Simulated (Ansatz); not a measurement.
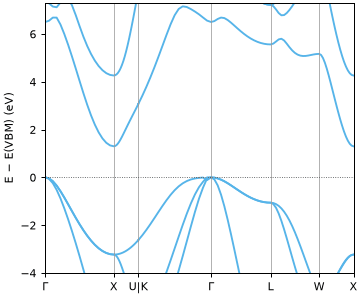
Figure. Band structure from LDA (plane waves, PAW; program Ansatz)

Task: Read off the gap and where the band edges lie.

Result: About 1.3 eV (1.30 eV by a search for the band edges); maximum at Γ, minimum at X.

Task: Which of these materials gives this?
A. BeSe, zinc blende
B. SiC, zinc blende
C. Si, diamond

Result: B, SiC, zinc blende

Space group F-43m (zinc blende). The LDA relaxation kept the symmetry of its start; phonons on a q-mesh show no instability.

Potentials: the later of the program's two PAW sets.
